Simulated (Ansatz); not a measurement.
# CH2BNO2: single points with varied inputs

How do the results and run time of CH2BNO2 respond when the settings are drawn wide?

Computed with Ansatz 0.2.0, Gaussian basis. Level: the settings change from run to run.

## (1) The relaxed structure

An earlier PBE0-D4 in a triple-zeta def2 set relaxation fixed the geometry.

7 atoms, charge 0, spin multiplicity 1.

Atoms are counted from 1 here; the program's logs count them from 0.

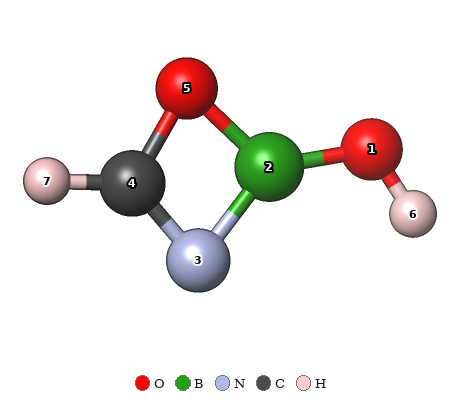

The structure; oxygen red, boron green, nitrogen light blue, carbon dark grey, hydrogen pink; atoms are numbered from 1 in the order of the file.

## (2) B2PLYP/def2-SVP

This run has finite nuclei, relativity set to none.

The input, in.yaml:

```yaml
crystal:
  periodic: [false, false, false]
  atoms:
    - {symbol: O, position_ang: [-1.273600, 0.822859, 1.003754]}
    - {symbol: B, position_ang: [-0.357893, 0.186646, 0.284009]}
    - {symbol: N, position_ang: [0.761129, 0.540001, -0.641566]}
    - {symbol: C, position_ang: [0.827826, -0.733899, -0.643990]}
    - {symbol: O, position_ang: [-0.166844, -1.232733, 0.186139]}
    - {symbol: H, position_ang: [-1.220953, 1.779641, 0.921820]}
    - {symbol: H, position_ang: [1.491636, -1.430516, -1.155866]}
basis:
  gaussian: {orbitals: def2-SVP, nuclear_model: gaussian}
hamiltonian: {xc: {name: B2PLYP}, pseudopotentials: {relativity: none}}
output: {forces: true}
```

Run with:

```console
$ ansatz run in.yaml --threads 2 --pin off --events-out ev --progress --plain --max-ram 4352MiB
```

Log (excerpt; [...] marks lines left out):

```text
Functional definition: B2PLYP
  name "B2PLYP"
  cite "Grimme, J. Chem. Phys. 124, 034108 (2006) doi:10.1063/1.2148954"
  cite "Becke, Phys. Rev. A 38, 3098 (1988) doi:10.1103/PhysRevA.38.3098"
  cite "Lee, Yang & Parr, Phys. Rev. B 37, 785 (1988) doi:10.1103/PhysRevB.37.785"
[...]
790 factors; integrals over basis functions are off by at most 1.3e-3 eV
[...]
mean field -7312.35650983 eV, -268.7241452429 hartree, gradient 1.2e-6 eV, S^2 0.000000; 0 other end points of the search recorded, 0 dependent functions left out
5 core orbitals not correlated: weight in the atoms' cores, before any rotation towards them, 1.000 or more for the frozen orbitals, at most 0.000 for the correlated occupied ones
reference -7312.35663148 eV, -268.7241497136 hartree; 13, 13 occupied and 62, 62 virtual orbitals, 790 factors
second order -24.25465416 eV of doubles, -0.00000000 eV of singles
[...]
Total energy: -7318.90538810 eV, -268.9648120806 hartree
Atom 0 at    -1.273600     0.822859     1.003754 Å, force    -0.080182    -0.124380     0.070420 eV/Å
Atom 1 at    -0.357893     0.186646     0.284009 Å, force    -0.149747    -0.062030     0.123616 eV/Å
Atom 2 at     0.761129     0.540001    -0.641566 Å, force     0.030979     0.547268    -0.047474 eV/Å
Atom 3 at     0.827826    -0.733899    -0.643990 Å, force     0.132760    -0.312538    -0.094554 eV/Å
Atom 4 at    -0.166844    -1.232733     0.186139 Å, force    -0.148222    -0.052051     0.123028 eV/Å
Atom 5 at    -1.220953     1.779641     0.921820 Å, force     0.032016     0.202218    -0.034162 eV/Å
Atom 6 at     1.491636    -1.430516    -1.155866 Å, force     0.182396    -0.198486    -0.140875 eV/Å
Dipole moment:    -0.003616     0.178326    -0.004284 e Å
```

Wall time 2.2 s (2 threads of INTEL XEON PLATINUM 8581C at 2.30GHz, shared host).

Largest force 0.550 eV/Å, dipole 0.86 D.

## (3) wB97X/cc-pVTZ

Set apart from the defaults: unrestricted orbitals, a grid of angular degree 23, high accuracy.

in.yaml, as its differences from that of step 2:

```diff
@@ -11,4 +11,6 @@
 basis:
-  gaussian: {orbitals: def2-SVP, nuclear_model: gaussian}
-hamiltonian: {xc: {name: B2PLYP}, pseudopotentials: {relativity: none}}
+  gaussian: {orbitals: cc-pVTZ, final_grid: {core_spheres: 8, valence_spheres: 7, degree: 23}}
+magnetization: {spin_polarized: true, initial_magnetization: 0}
+hamiltonian: {xc: {name: wB97X}}
+accuracy: high
 output: {forces: true}
```

Same command.

Log (excerpt; [...] marks lines left out):

```text
Functional definition: wB97X
  name "wB97X"
  cite "Chai & Head-Gordon, J. Chem. Phys. 128, 084106 (2008) doi:10.1063/1.2834918"
  cite "Becke, J. Chem. Phys. 107, 8554 (1997) doi:10.1063/1.475007"
[...]
  # The coefficients of nought are those of the uniform gas.
[...]
      + exact_x_lr(omega)
[...]
      + integral(e_c_pw_opposite_spin*poly(b97_u_opposite, 1, cos1, cos2, cos3, cos4))
3153 factors; integrals over basis functions are off by at most 3.9e-9 eV
352 factors; integrals over basis functions are off by at most 2.5e-9 eV
[...]
mean field -7332.00791233 eV, -269.4463209646 hartree, gradient 6.9e-8 eV, S^2 0.000000; 0 other end points of the search recorded, 0 dependent functions left out
[...]
reference -7332.00790931 eV, -269.4463208536 hartree; 18, 18 occupied and 160, 160 virtual orbitals, 3153 factors
Total energy: -7332.00790931 eV, -269.4463208536 hartree
Atom 0 at    -1.273600     0.822859     1.003754 Å, force    -0.113810     0.235360     0.083121 eV/Å
Atom 1 at    -0.357893     0.186646     0.284009 Å, force     0.046658    -0.079996    -0.035550 eV/Å
Atom 2 at     0.761129     0.540001    -0.641566 Å, force     0.013836    -0.133895    -0.005794 eV/Å
Atom 3 at     0.827826    -0.733899    -0.643990 Å, force     0.096972     0.014309    -0.078649 eV/Å
Atom 4 at    -0.166844    -1.232733     0.186139 Å, force     0.015018     0.023510    -0.012981 eV/Å
Atom 5 at    -1.220953     1.779641     0.921820 Å, force    -0.017447    -0.115876     0.019102 eV/Å
Atom 6 at     1.491636    -1.430516    -1.155866 Å, force    -0.041227     0.056589     0.030750 eV/Å
Dipole moment:     0.011697     0.119475    -0.014356 e Å
```

Wall time 11 s (2 threads of INTEL XEON PLATINUM 8581C at 2.30GHz, shared host); peak memory 1 GiB.

Largest force 0.274 eV/Å, dipole 0.58 D, ⟨S²⟩ 0.000.

## (4) PBE0-DH/def2-SVPD

in.yaml, as its differences from that of step 3:

```diff
@@ -11,6 +11,4 @@
 basis:
-  gaussian: {orbitals: cc-pVTZ, final_grid: {core_spheres: 8, valence_spheres: 7, degree: 23}}
-magnetization: {spin_polarized: true, initial_magnetization: 0}
-hamiltonian: {xc: {name: wB97X}}
-accuracy: high
+  gaussian: {orbitals: def2-SVPD}
+hamiltonian: {xc: {name: PBE0-DH}}
 output: {forces: true}
```

Launched as before.

Log (excerpt; [...] marks lines left out):

```text
Functional definition: PBE0-DH
  name "PBE0-DH"
  cite "Brémond & Adamo, J. Chem. Phys. 135, 024106 (2011) doi:10.1063/1.3604569"
  cite "Perdew, Burke & Ernzerhof, Phys. Rev. Lett. 77, 3865 (1996) doi:10.1103/PhysRevLett.77.3865"
[...]
1197 factors; integrals over basis functions are off by at most 1.1e-3 eV
[...]
mean field -7314.19126792 eV, -268.7915713590 hartree, gradient 1.4e-6 eV, S^2 0.000000; 0 other end points of the search recorded, 0 dependent functions left out
5 core orbitals not correlated: weight in the atoms' cores, before any rotation towards them, 1.000 or more for the frozen orbitals, at most 0.000 for the correlated occupied ones
reference -7314.19129243 eV, -268.7915722598 hartree; 13, 13 occupied and 104, 104 virtual orbitals, 1197 factors
second order -25.53913965 eV of doubles, -0.00000000 eV of singles
[...]
Total energy: -7317.38368488 eV, -268.9088905187 hartree
Atom 0 at    -1.273600     0.822859     1.003754 Å, force     0.155021     0.126220    -0.131356 eV/Å
Atom 1 at    -0.357893     0.186646     0.284009 Å, force    -0.029873    -0.000339     0.023510 eV/Å
Atom 2 at     0.761129     0.540001    -0.641566 Å, force    -0.211894    -0.094205     0.176396 eV/Å
Atom 3 at     0.827826    -0.733899    -0.643990 Å, force    -0.130076    -0.117562     0.111555 eV/Å
Atom 4 at    -0.166844    -1.232733     0.186139 Å, force     0.168479     0.322322    -0.150067 eV/Å
Atom 5 at    -1.220953     1.779641     0.921820 Å, force    -0.038377    -0.161873     0.038025 eV/Å
Atom 6 at     1.491636    -1.430516    -1.155866 Å, force     0.086720    -0.074563    -0.068063 eV/Å
Dipole moment:     0.018861     0.126204    -0.020465 e Å
```

It took 4.3 s on 2 threads of INTEL XEON PLATINUM 8581C at 2.30GHz, shared host; peak memory 0.48 GiB.

Largest force 0.393 eV/Å, dipole 0.62 D.

## (5) wPBEh/cc-pVTZ

in.yaml, as its differences from that of step 4:

```diff
@@ -11,4 +11,3 @@
 basis:
-  gaussian: {orbitals: def2-SVPD}
-hamiltonian: {xc: {name: PBE0-DH}}
-output: {forces: true}
+  gaussian: {orbitals: cc-pVTZ}
+hamiltonian: {xc: {name: wPBEh}}
```

Same command.

Log (excerpt; [...] marks lines left out):

```text
Functional definition: wPBEh
  name "wPBEh"
  cite "Heyd, Scuseria & Ernzerhof, J. Chem. Phys. 118, 8207 (2003) doi:10.1063/1.1564060"
  cite "Krukau, Vydrov, Izmaylov & Scuseria, J. Chem. Phys. 125, 224106 (2006) doi:10.1063/1.2404663"
  cite "Heyd & Scuseria, J. Chem. Phys. 120, 7274 (2004) doi:10.1063/1.1668634"
  cite "Ernzerhof & Perdew, J. Chem. Phys. 109, 3313 (1998) doi:10.1063/1.476928"
  cite "Perdew, Burke & Ernzerhof, Phys. Rev. Lett. 77, 3865 (1996) doi:10.1103/PhysRevLett.77.3865"
  parent pbe
[...]
1017 factors; their error is unknown
80 factors; integrals over basis functions are off by at most 4.0e-7 eV
[...]
mean field -7326.43408152 eV, -269.2414864603 hartree, gradient 2.4e-5 eV, S^2 0.000000; 0 other end points of the search recorded, 0 dependent functions left out
reference -7326.43411391 eV, -269.2414876508 hartree; 18, 18 occupied and 160, 160 virtual orbitals, 1017 factors
Total energy: -7326.43411391 eV, -269.2414876508 hartree
```

Wall time 1.9 s (2 threads of INTEL XEON PLATINUM 8581C at 2.30GHz, shared host); peak memory 0.38 GiB.

## (6) revPBE0/cc-pVTZ

Options: high accuracy.

in.yaml, as its differences from that of step 5:

```diff
@@ -12,2 +12,4 @@
   gaussian: {orbitals: cc-pVTZ}
-hamiltonian: {xc: {name: wPBEh}}
+hamiltonian: {xc: {name: revPBE0}}
+accuracy: high
+output: {forces: true}
```

Launched as before.

Log (excerpt; [...] marks lines left out):

```text
Functional definition: revPBE0
  name "revPBE0"
  cite "Zhang & Yang, Phys. Rev. Lett. 80, 890 (1998) doi:10.1103/PhysRevLett.80.890"
  cite "Adamo & Barone, J. Chem. Phys. 110, 6158 (1999) doi:10.1063/1.478522"
  cite "Perdew, Burke & Ernzerhof, Phys. Rev. Lett. 77, 3865 (1996) doi:10.1103/PhysRevLett.77.3865"
[...]
3153 factors; integrals over basis functions are off by at most 3.9e-9 eV
[...]
mean field -7330.32871823 eV, -269.3846117196 hartree, gradient 2.6e-8 eV, S^2 0.000000; 0 other end points of the search recorded, 0 dependent functions left out
[...]
reference -7330.32872143 eV, -269.3846118373 hartree; 18, 18 occupied and 160, 160 virtual orbitals, 3153 factors
Total energy: -7330.32872143 eV, -269.3846118373 hartree
Atom 0 at    -1.273600     0.822859     1.003754 Å, force    -0.173420     0.194664     0.133318 eV/Å
Atom 1 at    -0.357893     0.186646     0.284009 Å, force     0.052723    -0.022546    -0.042828 eV/Å
Atom 2 at     0.761129     0.540001    -0.641566 Å, force     0.120134     0.259965    -0.108375 eV/Å
Atom 3 at     0.827826    -0.733899    -0.643990 Å, force     0.102869    -0.128815    -0.077630 eV/Å
Atom 4 at    -0.166844    -1.232733     0.186139 Å, force    -0.108632    -0.210647     0.097229 eV/Å
Atom 5 at    -1.220953     1.779641     0.921820 Å, force     0.006590    -0.093702    -0.001378 eV/Å
Atom 6 at     1.491636    -1.430516    -1.155866 Å, force    -0.000264     0.001080    -0.000337 eV/Å
Dipole moment:    -0.000670     0.124320    -0.004485 e Å
```

Wall time 9.5 s (2 threads of INTEL XEON PLATINUM 8581C at 2.30GHz, shared host); peak memory 0.85 GiB.

Largest force 0.306 eV/Å, dipole 0.60 D.

## (7) PBE-QIDH/aug-cc-pVDZ

Set apart from the defaults: multiplicity 3.

in.yaml, as its differences from that of step 6:

```diff
@@ -11,5 +11,4 @@
 basis:
-  gaussian: {orbitals: cc-pVTZ}
-hamiltonian: {xc: {name: revPBE0}}
-accuracy: high
-output: {forces: true}
+  gaussian: {orbitals: aug-cc-pVDZ}
+magnetization: {spin_polarized: true, initial_magnetization: 2}
+hamiltonian: {xc: {name: PBE-QIDH}}
```

Launched as before.

Log (excerpt; [...] marks lines left out):

```text
Functional definition: PBE-QIDH
  name "PBE-QIDH"
  cite "Brémond, Sancho-García, Pérez-Jiménez & Adamo, J. Chem. Phys. 141, 031101 (2014) doi:10.1063/1.4890314"
  cite "Perdew, Burke & Ernzerhof, Phys. Rev. Lett. 77, 3865 (1996) doi:10.1103/PhysRevLett.77.3865"
[...]
1304 factors; integrals over basis functions are off by at most 7.7e-4 eV
[...]
mean field -7309.72217886 eV, -268.6273353655 hartree, gradient 9.6e-6 eV, S^2 2.022245; 2 other end points of the search recorded, 0 dependent functions left out
5 core orbitals not correlated: weight in the atoms' cores, before any rotation towards them, 1.000 or more for the frozen orbitals, at most 0.000 for the correlated occupied ones
reference -7309.72219913 eV, -268.6273361105 hartree; 14, 12 occupied and 114, 116 virtual orbitals, 1304 factors
second order -22.24737256 eV of doubles, -0.00000000 eV of singles
Total energy: -7317.13798999 eV, -268.8998613978 hartree
```

Wall time 6 s (2 threads of INTEL XEON PLATINUM 8581C at 2.30GHz, shared host); peak memory 0.38 GiB.

⟨S²⟩ 2.022.

## (8) PBE0-DH/6-31G*

This run has charge +1, multiplicity 2.

in.yaml, as its differences from that of step 7:

```diff
@@ -11,4 +11,6 @@
 basis:
-  gaussian: {orbitals: aug-cc-pVDZ}
-magnetization: {spin_polarized: true, initial_magnetization: 2}
-hamiltonian: {xc: {name: PBE-QIDH}}
+  gaussian: {orbitals: "6-31G*"}
+total_charge: 1
+magnetization: {spin_polarized: true, initial_magnetization: 1}
+hamiltonian: {xc: {name: PBE0-DH}}
+output: {forces: true}
```

Launched as before.

Log (excerpt; [...] marks lines left out):

```text
Functional definition: PBE0-DH
  name "PBE0-DH"
  cite "Brémond & Adamo, J. Chem. Phys. 135, 024106 (2011) doi:10.1063/1.3604569"
  cite "Perdew, Burke & Ernzerhof, Phys. Rev. Lett. 77, 3865 (1996) doi:10.1103/PhysRevLett.77.3865"
[...]
737 factors; integrals over basis functions are off by at most 1.2e-3 eV
[...]
mean field -7308.51740288 eV, -268.5830606649 hartree, gradient 2.1e-6 eV, S^2 0.791832; 2 other end points of the search recorded, 0 dependent functions left out
5 core orbitals not correlated: weight in the atoms' cores, before any rotation towards them, 1.000 or more for the frozen orbitals, at most 0.000 for the correlated occupied ones
reference -7308.51741208 eV, -268.5830610027 hartree; 13, 12 occupied and 61, 62 virtual orbitals, 737 factors
second order -22.93206840 eV of doubles, -0.00000000 eV of singles
[...]
Total energy: -7311.38392063 eV, -268.6884032490 hartree
Atom 0 at    -1.273600     0.822859     1.003754 Å, force     1.415396    -1.305640    -1.099528 eV/Å
Atom 1 at    -0.357893     0.186646     0.284009 Å, force    -2.871273     3.012391     2.220478 eV/Å
Atom 2 at     0.761129     0.540001    -0.641566 Å, force    -0.491655     2.250677     0.303062 eV/Å
Atom 3 at     0.827826    -0.733899    -0.643990 Å, force     0.363682    -4.830561    -0.094202 eV/Å
Atom 4 at    -0.166844    -1.232733     0.186139 Å, force     1.847532     0.434917    -1.527247 eV/Å
Atom 5 at    -1.220953     1.779641     0.921820 Å, force    -0.189864     0.476844     0.135295 eV/Å
Atom 6 at     1.491636    -1.430516    -1.155866 Å, force    -0.073818    -0.038628     0.062140 eV/Å
Dipole moment:     0.346279    -0.026453    -0.280466 e Å
```

Run time: 6.5 s. Hardware: 2 threads of INTEL XEON PLATINUM 8581C at 2.30GHz, shared host.

Largest force 4.845 eV/Å, ⟨S²⟩ 0.792.

## (9) wB97X-V/def2-mTZVPP

This run has charge +1, multiplicity 2, restricted open-shell orbitals.

in.yaml, as its differences from that of step 8:

```diff
@@ -11,6 +11,5 @@
 basis:
-  gaussian: {orbitals: "6-31G*"}
+  gaussian: {orbitals: def2-mTZVPP}
 total_charge: 1
-magnetization: {spin_polarized: true, initial_magnetization: 1}
-hamiltonian: {xc: {name: PBE0-DH}}
-output: {forces: true}
+magnetization: {spin_polarized: false, initial_magnetization: 1}
+hamiltonian: {xc: {name: wB97X-V}}
```

Launched as before.

Log (excerpt; [...] marks lines left out):

```text
Functional definition: wB97X-V
  name "wB97X-V"
  cite "Mardirossian & Head-Gordon, Phys. Chem. Chem. Phys. 16, 9904 (2014) doi:10.1039/C3CP54374A"
  cite "Becke, J. Chem. Phys. 107, 8554 (1997) doi:10.1063/1.475007"
  cite "Vydrov & Van Voorhis, J. Chem. Phys. 133, 244103 (2010) doi:10.1063/1.3521275"
[...]
      + integral(e_c_pw_opposite_spin*poly(b97_u_opposite, cos0, cos1)) + vv10(b, c)
930 factors; their error is unknown
264 factors; integrals over basis functions are off by at most 8.2e-6 eV
[...]
mean field -7320.61308710 eV, -269.0275688611 hartree, gradient 9.6e-6 eV, S^2 0.750000; 2 other end points of the search recorded, 0 dependent functions left out
reference -7320.61308572 eV, -269.0275688104 hartree; 18, 17 occupied and 102, 103 virtual orbitals, 930 factors
Total energy: -7320.61308572 eV, -269.0275688104 hartree
```

Run time: 16 s. Hardware: 2 threads of INTEL XEON PLATINUM 8581C at 2.30GHz, shared host; peak memory 0.47 GiB.

## (10) r2SCAN/def2-TZVP

Options: coordinates scaled by 1.25.

The input, in.yaml:

```yaml
crystal:
  periodic: [false, false, false]
  atoms:
    - {symbol: O, position_ang: [-1.592000, 1.028574, 1.254693]}
    - {symbol: B, position_ang: [-0.447367, 0.233307, 0.355011]}
    - {symbol: N, position_ang: [0.951412, 0.675001, -0.801957]}
    - {symbol: C, position_ang: [1.034782, -0.917373, -0.804987]}
    - {symbol: O, position_ang: [-0.208554, -1.540917, 0.232674]}
    - {symbol: H, position_ang: [-1.526192, 2.224551, 1.152275]}
    - {symbol: H, position_ang: [1.864545, -1.788144, -1.444833]}
basis:
  gaussian: {orbitals: def2-TZVP}
hamiltonian: {xc: {name: r2SCAN}}
output: {forces: true}
```

Same command.

Log (excerpt; [...] marks lines left out):

```text
Functional definition: r2SCAN
  name "r2SCAN"
  cite "Furness, Kaplan, Ning, Perdew & Sun, J. Phys. Chem. Lett. 11, 8208 (2020) doi:10.1021/acs.jpclett.0c02405"
  cite "Furness, Kaplan, Ning, Perdew & Sun, J. Phys. Chem. Lett. 11, 9248 (2020) doi:10.1021/acs.jpclett.0c03077"
  parent r2scan
[...]
894 factors; their error is unknown
[...]
mean field -7321.95728048 eV, -269.0769670566 hartree, gradient 5.2e-5 eV, S^2 0.000000; 0 other end points of the search recorded, 0 dependent functions left out
[...]
reference -7321.95729157 eV, -269.0769674644 hartree; 18, 18 occupied and 149, 149 virtual orbitals, 894 factors
Total energy: -7321.95729157 eV, -269.0769674644 hartree
Atom 0 at    -1.592000     1.028574     1.254693 Å, force     4.115803     1.961678    -3.431857 eV/Å
Atom 1 at    -0.447367     0.233307     0.355011 Å, force     0.023550    -0.362180    -0.005121 eV/Å
Atom 2 at     0.951412     0.675001    -0.801957 Å, force    -2.562534    -8.908414     2.449501 eV/Å
Atom 3 at     1.034782    -0.917373    -0.804987 Å, force    -1.663489     4.002887     1.192506 eV/Å
Atom 4 at    -0.208554    -1.540917     0.232674 Å, force     2.709295     6.129266    -2.454795 eV/Å
Atom 5 at    -1.526192     2.224551     1.152275 Å, force     0.179756    -5.635390     0.083752 eV/Å
Atom 6 at     1.864545    -1.788144    -1.444833 Å, force    -2.802381     2.812152     2.166014 eV/Å
Dipole moment:     0.148428     0.209682    -0.129333 e Å
```

Run time: 2.1 s. Hardware: 2 threads of INTEL XEON PLATINUM 8581C at 2.30GHz, shared host.

Largest force 9.588 eV/Å, dipole 1.38 D.

## (11) The runs in one table

| level | charge | multiplicity | geometry | functions | energy (eV) | time |
| --- | --- | --- | --- | --- | --- | --- |
| B2PLYP/def2-SVP | 0 | 1 | relaxed | 80 | -7318.905 | 2.2 s |
| wB97X/cc-pVTZ | 0 | 1 | relaxed | 178 | -7332.008 | 11 s |
| PBE0-DH/def2-SVPD | 0 | 1 | relaxed | 122 | -7317.384 | 4.3 s |
| wPBEh/cc-pVTZ | 0 | 1 | relaxed | 178 | -7326.434 | 1.9 s |
| revPBE0/cc-pVTZ | 0 | 1 | relaxed | 178 | -7330.329 | 9.5 s |
| PBE-QIDH/aug-cc-pVDZ | 0 | 3 | relaxed | 133 | -7317.138 | 6 s |
| PBE0-DH/6-31G* | 1 | 2 | relaxed | 79 | -7311.384 | 6.5 s |
| wB97X-V/def2-mTZVPP | 1 | 2 | relaxed | 120 | -7320.613 | 16 s |
| r2SCAN/def2-TZVP | 0 | 1 | scaled | 167 | -7321.957 | 2.1 s |

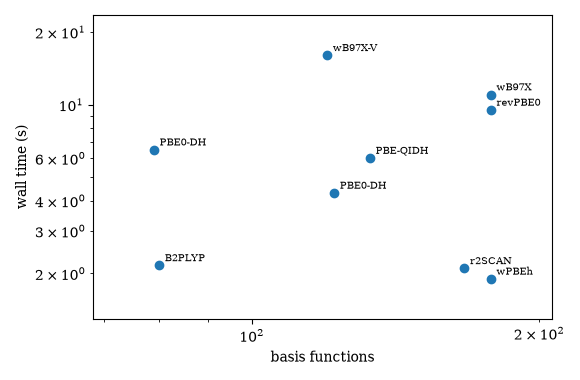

Wall time against the number of basis functions (shared host).

## (12) Outcome

| quantity | value |
| --- | --- |
| runs | 9 |
| quickest | wPBEh/cc-pVTZ, 1.9 s |
| slowest | wB97X-V/def2-mTZVPP, 16 s |
| spread of total energies, same state and geometry | 14.6 eV |
| dipole, same state and geometry | 0.58 to 0.86 D |

What this shows: Run time spans a factor of 8, from wPBEh/cc-pVTZ to wB97X-V/def2-mTZVPP. The jobs differ in tasks and options as well as level. The totals spread over 15 eV; they can't be compared across methods or bases. At the PBE0-D4/def2-TZVP geometry and in the same state, runs without warnings or point charges leave forces up to 0.55 eV/Å (B2PLYP/def2-SVP), against 9.6 eV/Å where the atoms were moved. At that geometry and state the dipole changes by 48 % between the lowest and highest value.
